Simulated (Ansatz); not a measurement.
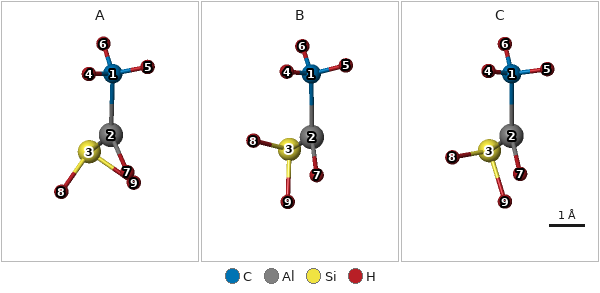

3 geometries from a converged minimum-energy path of CH6AlSi (charge −1), shuffled. Style: ball-and-stick. Shown from a free direction.

All numbers below come from RKS PBE-D4/def2-SVP in Ansatz 0.2.0. Run with 5 movable images; climbing image; force threshold 0.03 eV/Å; iteration limit 60; starting path by image-dependent pair potential.

**One of them is the converged climbing image. Which?**

A. In order along the path, whose images run from 0 to 6: A (image 3, +25.7 kJ/mol), C (image 5, +12.2 kJ/mol), B (image 6, +7.0 kJ/mol). The motion is a rotation about the Al2–Si3 bond by about 140°. No bond forms or breaks between the ends. Bond angles that change up to the highest image, for instance: Al2–Si3–H8 104.9° → 82.6°, Al2–Si3–H9 104.2° → 82.7°.

Limits of the set-up: the basis has no diffuse functions, which an anion needs.
